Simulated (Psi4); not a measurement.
# Single-point calculation, with input and output: GeBH₄

GeBH₄, multiplicity 2, computed with TPSS/def2-TZVP, UKS (Psi4 1.11).

The geometry comes from this level: GFN2-xTB.

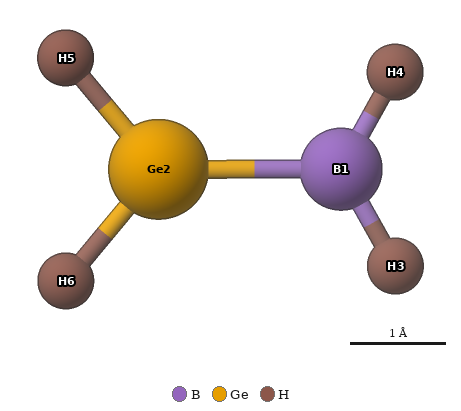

*The structure (ball-and-stick view, seen at a tilt; atoms are numbered from 1 in the order of the input). Sticks mark near contacts.*

Bond lengths as drawn: B–Ge 1.92 Å, B–H 1.17 Å and Ge–H 1.53 Å.

Input file (bgeh4.py)
```python
import psi4

psi4.set_memory('1600 MB')
psi4.set_num_threads(1)
psi4.set_output_file('bgeh4.out', False)

molecule = psi4.geometry("""
0 2
B     -0.02418849    -2.05898889     0.23589451
Ge     0.02405621     1.54982109    -0.17083124
H     -1.46380075    -2.96806054     1.64510108
H      1.39936109    -3.29075018    -0.92165723
H      1.68499320     3.19832367    -1.86313768
H     -1.62042125     3.56963596     1.07463056
units au
symmetry c1
""")

psi4.set_options({
    'reference': 'uks',
    'puream': True,
    'scf_type': 'direct',
    'dft_radial_points': 99,
    'dft_spherical_points': 590,
    'ints_tolerance': 0.0001,
    'maxiter': 150,
})

e_tot = psi4.energy('tpss/def2-TZVP')
print(f'total energy {e_tot:.8f} hartree = {e_tot * 27.211386:.5f} eV')
```

Launch command:
```bash
python bgeh4.py
```

The program's output
```
Psi4 1.11 release

   => Loading Basis Set <=

    Name: DEF2-TZVP
    Role: ORBITAL
    Keyword: BASIS

         ---------------------------------------------------------
                                   SCF
                              UKS Reference
                        1 Threads,   1525 MiB Core
         ---------------------------------------------------------

  ==> Geometry <==

    Molecular point group: c1
    Full point group: C1

    Geometry (in Bohr), charge = 0, multiplicity = 2:

       Center              X                  Y                   Z               Mass
    ------------   -----------------  -----------------  -----------------  -----------------
         B           -0.041185656345    -3.097746123832     0.349388010121    11.009305360000
         GE           0.007059043655     0.511063856168    -0.057337739879    73.921177761000
         H           -1.480797916345    -4.006817773832     1.758594580121     1.007825032230
         H            1.382363923655    -4.329507413832    -0.808163729879     1.007825032230
         H            1.667996033655     2.159566436168    -1.749644179879     1.007825032230
         H           -1.637418416345     2.530878726168     1.188124060121     1.007825032230

  Running in c1 symmetry.

  Rotational constants: A =      3.45411  B =      0.34740  C =      0.31566 [cm^-1]
  Rotational constants: A = 103551.63636  B =  10414.75610  C =   9463.11876 [MHz]
  Nuclear repulsion =   86.055500773819489

  Charge       = 0
  Multiplicity = 2
  Electrons    = 41
  Nalpha       = 21
  Nbeta        = 20

  ==> Algorithm <==

  SCF Algorithm Type is DIRECT.
  DIIS enabled.
  MOM disabled.
  Fractional occupation disabled.
  Guess Type is SAD.
  Energy threshold   = 1.00e-06
  Density threshold  = 1.00e-06
  Integral threshold = 1.00e-04

  ==> Primary Basis <==

  Basis Set: DEF2-TZVP
    Blend: DEF2-TZVP
    Number of shells: 43
    Number of basis functions: 103
    Number of Cartesian functions: 115
    Spherical Harmonics?: true
    Max angular momentum: 3

  ==> DFT Potential <==

   => LibXC <=

    Version 7.1.2

   => Composite Functional: TPSS <=

    TPSS Meta-GGA XC Functional

    Deriv               =              1
    GGA                 =           TRUE
    Meta                =           TRUE

    Exchange Hybrid     =          FALSE
    MP2 Hybrid          =          FALSE

   => Exchange Functionals <=

    1.0000   XC_MGGA_X_TPSS

   => Correlation Functionals <=

    1.0000   XC_MGGA_C_TPSS

   => LibXC Density Thresholds  <==

    XC_MGGA_C_TPSS:  1.00E-15
    XC_MGGA_X_TPSS:  1.00E-15

   => Molecular Quadrature <=

    Radial Scheme          =       TREUTLER
    Pruning Scheme         =           NONE
    Nuclear Scheme         =       TREUTLER

    Blocking Scheme        =         OCTREE
    BS radius alpha        =              1
    Pruning alpha          =              1
    Radial Points          =             99
    Spherical Points       =            590
    Total Points           =         334605
    Total Blocks           =           2439
    Max Points             =            256
    Max Functions          =            102
    Weights Tolerance      =       1.00E-15

   => Loading Basis Set <=

    Name: (DEF2-TZVP AUX)
    Role: JKFIT
    Keyword: DF_BASIS_SCF

  Starting with a DF guess...

  ==> Integral Setup <==

  DFHelper Memory: AOs need 0.035 GiB; user supplied 0.035 GiB.
  SCF_SUBTYPE=INCORE selected. In-core MEM_DF algorithm will be used.
  Using in-core AOs.

  ==> MemDFJK: Density-Fitted J/K Matrices <==

    J tasked:                   Yes
    K tasked:                    No
    wK tasked:                   No
    Memory [MiB]:                35
    Algorithm:                 Core
    Schwarz Cutoff:           1E-04
    Mask sparsity (%):       6.3342
    Fitting Condition:        1E-10

   => Auxiliary Basis Set <=

  Basis Set: (DEF2-TZVP AUX)
    Blend: DEF2-UNIVERSAL-JKFIT
    Number of shells: 109
    Number of basis functions: 413
    Number of Cartesian functions: 540
    Spherical Harmonics?: true
    Max angular momentum: 5

  Cached 50.0% of DFT collocation blocks in 1.019 [GiB].

  Minimum eigenvalue in the overlap matrix is 1.3712482548E-03.
  Reciprocal condition number of the overlap matrix is 2.3284103188E-04.
    Using symmetric orthogonalization.

  ==> Pre-Iterations <==

  SCF Guess: Superposition of Atomic Densities via on-the-fly atomic UHF (no occupation information).

   -------------------------
    Irrep   Nso     Nmo
   -------------------------
     A        103     103
   -------------------------
    Total     103     103
   -------------------------

  ==> Iterations <==

                           Total Energy        Delta E     RMS |[F,P]|

   @DF-UKS iter SAD: -2100.92782742022519   -2.10093e+03   0.00000e+00
   @DF-UKS iter   1: -2102.43348190605093   -1.50565e+00   3.09192e-02 ADIIS/DIIS
   @DF-UKS iter   2: -2079.00752394540632    2.34260e+01   1.20357e-01 ADIIS
   @DF-UKS iter   3: -2102.83272690692456   -2.38252e+01   3.05710e-02 ADIIS/DIIS
   @DF-UKS iter   4: -2104.16117648050886   -1.32845e+00   1.68195e-03 ADIIS/DIIS
   @DF-UKS iter   5: -2104.15189431816225    9.28216e-03   1.74218e-03 ADIIS/DIIS
   @DF-UKS iter   6: -2104.17939643272575   -2.75021e-02   2.29254e-04 ADIIS/DIIS
   @DF-UKS iter   7: -2104.17979142420609   -3.94991e-04   3.44014e-05 DIIS
   @DF-UKS iter   8: -2104.17980037854886   -8.95434e-06   8.68259e-06 DIIS
   @DF-UKS iter   9: -2104.17980100569866   -6.27150e-07   1.55829e-06 DIIS
   @DF-UKS iter  10: -2104.17980102795718   -2.22585e-08   4.00205e-07 DIIS

  DF guess converged.

  ==> DirectJK: Integral-Direct J/K Matrices <==

    J tasked:                  Yes
    K tasked:                   No
    wK tasked:                  No
    Integrals threads:           1
    Screening Type:           CSAM
    Screening Cutoff:        1E-04
    Incremental Fock:           No

   @UKS iter  11: -2104.18020272870035   -2.10418e+03   5.66481e-04 ADIIS/DIIS
   @UKS iter  12: -2104.18038697133443   -1.84243e-04   4.31958e-06 DIIS
   @UKS iter  13: -2104.18038705447907   -8.31446e-08   2.02227e-06 DIIS
   @UKS iter  14: -2104.18038706389007   -9.41100e-09   1.70156e-06 DIIS
   @UKS iter  15: -2104.18038707615096   -1.22609e-08   2.61945e-07 DIIS
  Energy and wave function converged.

  ==> Post-Iterations <==

   Electrons on quadrature grid:
      Nalpha   =   20.9999998920 ; deviation = -1.080e-07
      Nbeta    =   19.9999999507 ; deviation = -4.933e-08
      Ntotal   =   40.9999998427 ; deviation = -1.573e-07

   @Spin Contamination Metric:   3.544082448E-03
   @S^2 Expected:                7.500000000E-01
   @S^2 Observed:                7.535440824E-01
   @S   Expected:                5.000000000E-01
   @S   Observed:                5.000000000E-01

    Orbital Energies [Eh]
    ---------------------

    Alpha Occupied:

       1A   -397.722627     2A    -49.301450     3A    -43.841295
       4A    -43.837801     5A    -43.836622     6A     -6.595952
       7A     -6.037654     8A     -4.231586     9A     -4.223171
      10A     -4.220115    11A     -1.106104    12A     -1.103253
      13A     -1.101517    14A     -1.097327    15A     -1.096178
      16A     -0.537834    17A     -0.444315    18A     -0.339919
      19A     -0.300328    20A     -0.295126    21A     -0.206135

    Alpha Virtual:

      22A     -0.073441    23A      0.001198    24A      0.026502
      25A      0.042967    26A      0.086891    27A      0.092488
      28A      0.097180    29A      0.127727    30A      0.142417
      31A      0.148452    32A      0.173113    33A      0.182360
      34A      0.216229    35A      0.291042    36A      0.318583
      37A      0.327795    38A      0.351852    39A      0.352297
      40A      0.378029    41A      0.408363    42A      0.445473
      43A      0.494554    44A      0.523284    45A      0.552391
      46A      0.587517    47A      0.590562    48A      0.737387
      49A      0.755237    50A      0.758658    51A      0.834280
      52A      0.861972    53A      0.865803    54A      0.908162
      55A      0.909835    56A      0.947676    57A      0.948267
      58A      0.975406    59A      1.010992    60A      1.088000
      61A      1.097927    62A      1.150901    63A      1.227123
      64A      1.264498    65A      1.433519    66A      1.507091
      67A      1.622327    68A      1.647444    69A      1.712397
      70A      1.743865    71A      1.775932    72A      1.832331
      73A      1.878092    74A      1.915039    75A      1.918558
      76A      1.925803    77A      1.972748    78A      1.990133
      79A      2.079900    80A      2.104508    81A      2.220092
      82A      2.237027    83A      2.386492    84A      2.448302
      85A      2.470458    86A      2.483038    87A      2.509828
      88A      2.574260    89A      2.577379    90A      2.638692
      91A      2.801088    92A      2.851879    93A      2.868739
      94A      2.921569    95A      3.020720    96A      3.037283
      97A      3.069313    98A      3.411809    99A      3.740328
     100A      4.313709   101A      4.604434   102A      5.729042
     103A     14.385964

    Beta Occupied:

       1A   -397.721853     2A    -49.301440     3A    -43.840173
       4A    -43.837675     5A    -43.836515     6A     -6.592738
       7A     -6.036819     8A     -4.229157     9A     -4.222808
      10A     -4.219865    11A     -1.102190    12A     -1.100093
      13A     -1.098199    14A     -1.096841    15A     -1.095705
      16A     -0.519555    17A     -0.435509    18A     -0.336892
      19A     -0.299098    20A     -0.287288

    Beta Virtual:

      21A     -0.156732    22A     -0.036103    23A      0.017091
      24A      0.034052    25A      0.051123    26A      0.095121
      27A      0.095427    28A      0.102545    29A      0.145292
      30A      0.148478    31A      0.167532    32A      0.174319
      33A      0.192869    34A      0.241156    35A      0.296243
      36A      0.338139    37A      0.344120    38A      0.356215
      39A      0.360708    40A      0.391808    41A      0.414502
      42A      0.459638    43A      0.510254    44A      0.530460
      45A      0.573059    46A      0.597953    47A      0.599004
      48A      0.750685    49A      0.758867    50A      0.763603
      51A      0.855052    52A      0.878649    53A      0.887165
      54A      0.932819    55A      0.941559    56A      0.968769
      57A      0.978465    58A      0.981796    59A      1.026822
      60A      1.106045    61A      1.111470    62A      1.176002
      63A      1.253396    64A      1.276788    65A      1.455283
      66A      1.530360    67A      1.640348    68A      1.655389
      69A      1.741779    70A      1.771042    71A      1.785778
      72A      1.845401    73A      1.889745    74A      1.932255
      75A      1.943703    76A      1.949092    77A      1.987670
      78A      2.011521    79A      2.090835    80A      2.118606
      81A      2.247248    82A      2.248503    83A      2.402591
      84A      2.461391    85A      2.480605    86A      2.495707
      87A      2.521478    88A      2.583712    89A      2.587435
      90A      2.650410    91A      2.809309    92A      2.863833
      93A      2.881666    94A      2.935780    95A      3.045626
      96A      3.060920    97A      3.097543    98A      3.451074
      99A      3.754224   100A      4.319583   101A      4.611921
     102A      5.738603   103A     14.395468

    Final Occupation by Irrep:
              A
    DOCC [    20 ]
    SOCC [     1 ]
    NA   [    21 ]
    NB   [    20 ]

  @UKS Final Energy: -2104.18038707615096

   => Energetics <=

    Nuclear Repulsion Energy =             86.0555007738194888
    One-Electron Energy =               -3100.4655606522273956
    Two-Electron Energy =                 994.7719645951767689
    DFT Exchange-Correlation Energy =     -84.5422917929197695
    Empirical Dispersion Energy =           0.0000000000000000
    VV10 Nonlocal Energy =                  0.0000000000000000
    Total Energy =                      -2104.1803870761509643

  UHF NO Occupations:
  HONO-2 :   19  A 1.9995210
  HONO-1 :   20  A 1.9991024
  HONO-0 :   21  A 1.0000000
  LUNO+0 :   22  A 0.0008976
  LUNO+1 :   23  A 0.0004790
  LUNO+2 :   24  A 0.0002125
  LUNO+3 :   25  A 0.0001091

Computation Completed

Properties will be evaluated at   0.000000,   0.000000,   0.000000 [a0]

Properties computed using the SCF density matrix

 Multipole Moments:

 ------------------------------------------------------------------------------------
     Multipole            Electronic (a.u.)      Nuclear  (a.u.)        Total (a.u.)
 ------------------------------------------------------------------------------------

 L = 1.  Multiply by 2.5417464519 to convert [e a0] to [Debye]
 Dipole X            :          0.0530559           -0.0478953            0.0051606
 Dipole Y            :          3.0902889           -2.7805672            0.3097217
 Dipole Z            :         -0.3354927            0.3010431           -0.0344495
 Magnitude           :                                                    0.3116744

 ------------------------------------------------------------------------------------

	total time  =         43 seconds =       0.72 minutes
```

Standard output
```
total energy -2104.18038708 hartree = -57257.66473 eV
```

Results in brief

| quantity | value |
| --- | --- |
| outcome | converged |
| total energy | −2104.180387 hartree |
| basis functions | 103 |
| ⟨S²⟩ | 0.754 |
| dipole moment | 0.79 D |
| hardware | 1 thread of Intel Xeon (Granite Rapids), 16 GiB of memory available, shared host |
| wall time | 45 s |
| peak memory | 1.3 GiB |

Notes

These settings are looser than, or depart from, a standard set-up, so the numbers are not reference values for this system.
